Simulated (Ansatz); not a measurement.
A series of calculations on ZrH3O2Cl3

## 1. Relaxation

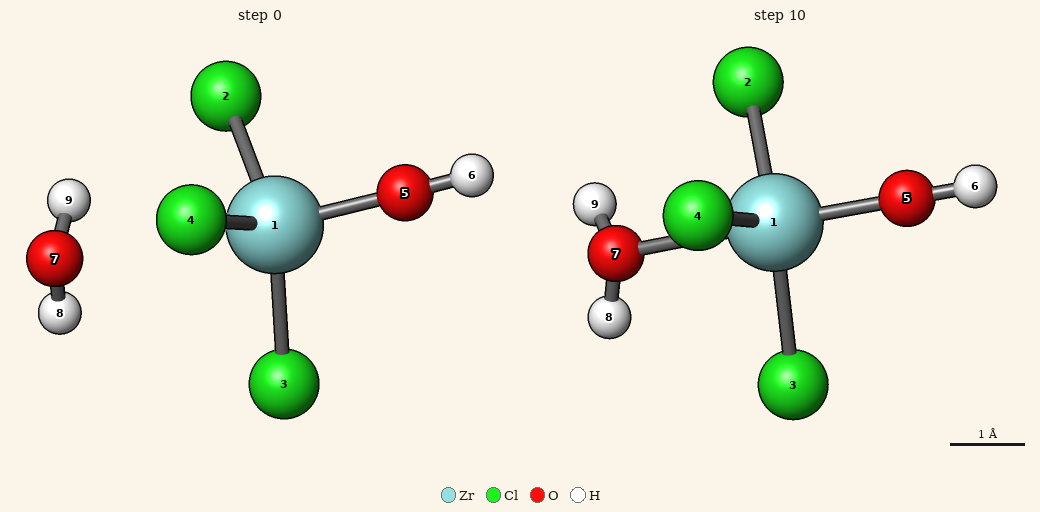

The structure of ZrH₃O₂Cl₃ before (left) and after (right) a relaxation, at one scale.

Style: ball-and-stick. Shown at a tilt.

The run prepares an end point of a later path (reaction) calculation, from a guessed geometry.

Computed with Ansatz, RKS B3LYP/def2-SVP.

The input:
```yaml
crystal:
  periodic: [false, false, false]
  atoms:
    - { symbol: Zr, position_ang: [-0.156984, -0.146418, 0.075651] }
    - { symbol: Cl, position_ang: [-0.19985, -0.133711, 2.561485] }
    - { symbol: Cl, position_ang: [1.999271, -0.470205, -0.841128] }
    - { symbol: Cl, position_ang: [-1.360318, 1.595013, -0.95352] }
    - { symbol: O, position_ang: [-1.102668, -1.708343, -0.380077] }
    - { symbol: H, position_ang: [-1.585412, -2.514067, -0.594076] }
    - { symbol: O, position_ang: [1.542968, 2.32355, 1.341843] }
    - { symbol: H, position_ang: [2.475313, 2.090225, 1.225333] }
    - { symbol: H, position_ang: [1.304479, 1.922156, 2.210491] }
basis:
  gaussian: { orbitals: def2-SVP }
hamiltonian:
  xc: b3lyp
relax:
  f_tol: 0.03
  max_steps: 50
```

Run as
```bash
ansatz run input.yaml --threads 4 --pin off --max-ram 5120MiB --backend cpu --events-out ev --progress --plain --runs-dir out
```

What changed between the two?

Answer. The energy falls by 49.7 kJ/mol in 8 accepted moves (10 points after the start). The largest force component goes from 1.2 to 0.0075 eV/Å. The line search rejected the trial steps at points 6, 9 of the run. The largest move after the best rigid fit is that of O7, 0.58 Å. By element the largest moves are O 0.58 Å, H 0.52 Å, Zr 0.31 Å, Cl 0.21 Å. Some distances before and after: Zr1–O7 3.255 → 2.382 Å, Zr1–H8 3.641 → 2.917 Å, Zr1–H9 3.312 → 2.909 Å, Zr1–Cl2 2.486 → 2.412 Å. New bonds form, among them: Zr1–O7 (3.25 → 2.38 Å). Bond angles that change, for instance: Cl2–Zr1–Cl3 113.8° → 121.3°, Cl3–Zr1–O5 104.5° → 98.5°, Cl2–Zr1–O5 103.8° → 98.3°. The run took 38 s on 4 threads of Arm Neoverse V1, on a shared host, peak memory 0.36 GiB.

Limits of the set-up: the start holds two separate molecules, 2.6 Å apart at their closest, whose relative position is a soft coordinate and is computed without a dispersion correction.

## 2. Relaxation

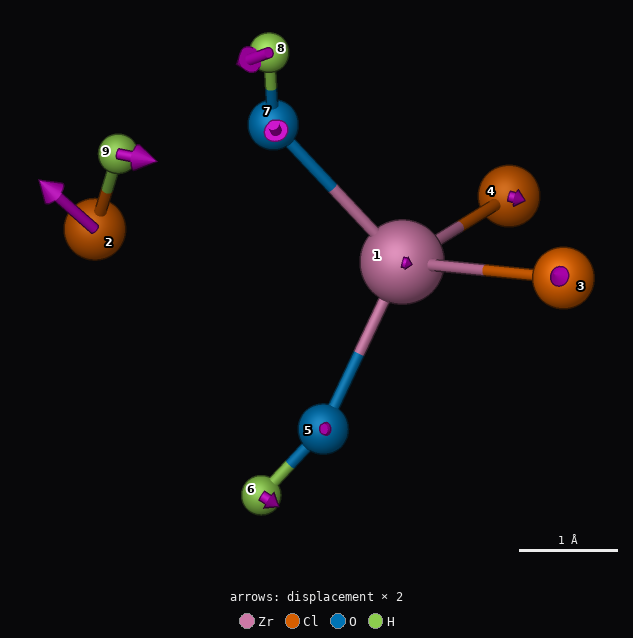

This is a relaxation of ZrH3O2Cl3. The starting structure is drawn; purple arrows show the displacements, magnified 2 times. The two geometries are superimposed by the best rigid fit.

The picture is a ball-and-stick view, seen at a tilt.

The run prepares an end point of a later path (reaction) calculation, from a guessed geometry.

The calculation used Ansatz 0.2.0, RKS B3LYP/def2-SVP.

Input
```yaml
crystal:
  periodic: [false, false, false]
  atoms:
    - { symbol: Zr, position_ang: [0.40682, 0.346317, -0.434759] }
    - { symbol: Cl, position_ang: [-1.078496, 0.480016, 2.97357] }
    - { symbol: Cl, position_ang: [1.809596, 0.080108, -2.320778] }
    - { symbol: Cl, position_ang: [-1.309811, 1.862389, -1.043539] }
    - { symbol: O, position_ang: [-0.292959, -1.363756, 0.013511] }
    - { symbol: H, position_ang: [-0.71576, -2.063442, 0.522509] }
    - { symbol: O, position_ang: [1.550332, 1.114834, 1.044799] }
    - { symbol: H, position_ang: [2.38402, 1.587573, 1.146765] }
    - { symbol: H, position_ang: [0.163057, 0.914162, 2.743922] }
basis:
  gaussian: { orbitals: def2-SVP }
hamiltonian:
  xc: b3lyp
relax:
  f_tol: 0.03
  max_steps: 50
```

Command:
```bash
ansatz run input.yaml --threads 4 --pin off --max-ram 5120MiB --backend cpu --events-out ev --progress --plain --runs-dir out
```

Question: What did the optimiser do to the structure, and how much energy did it gain?

Answer: Cl2 moves most after the best rigid fit: 0.43 Å. By element the largest moves are Cl 0.43 Å, H 0.29 Å, O 0.17 Å, Zr 0.06 Å. Near-neighbour distances that change, for instance: Zr1–H9 3.238 → 3.072 Å, Zr1–O7 2.022 → 1.948 Å, Cl2–H9 1.335 → 1.306 Å. Bond angles that change, for instance: Zr1–O7–H8 138.9° → 148.0°, Zr1–O5–H6 160.0° → 167.2°, Cl3–Zr1–Cl4 107.3° → 109.5°. The energy falls by 0.120 eV in 7 accepted moves (8 points after the start). The largest force component goes from 0.99 to 0.019 eV/Å. The line search rejected the trial step at point 6 of the run.

Limits of the set-up: the start holds two separate molecules, 2.2 Å apart at their closest, whose relative position is a soft coordinate and is computed without a dispersion correction.

## 3. Path

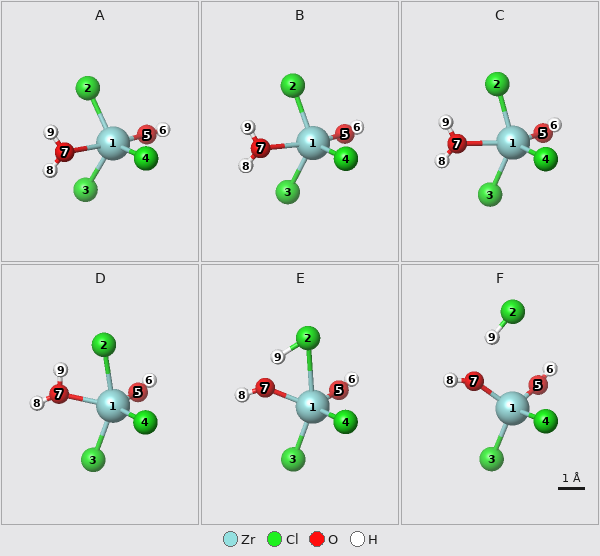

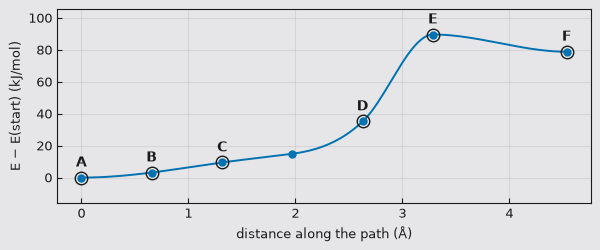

A search for the minimum-energy path of ZrH3O2Cl3 by the nudged elastic band. Images are numbered from 0 (start) to 6 (end). Frames A to F are images 0, 1, 2, 4, 5, 6. Style: ball-and-stick. Shown at a tilt.

Computed with RKS B3LYP/def2-SVP in Ansatz 0.2.0. Settings: 5 movable images; climbing image; force threshold 0.05 eV/Å; iteration limit 60; starting path through a guess of the saddle point.

> Read off the barrier and say what moves.

Forward barrier 89.6 kJ/mol, backward barrier 10.8 kJ/mol, with image 5 at the top; the reaction energy is +78.8 kJ/mol. Breaking: O7–H9 (0.97 → 1.39 at the top → 1.92 Å), Zr1–Cl2 (2.41 → 2.90 at the top → 3.97 Å). Forming: Cl2–H9 (2.68 → 1.43 at the top → 1.31 Å). The band is converged. At the top, the vibrational analysis gives one imaginary mode (362i cm⁻¹), as a transition state must have.
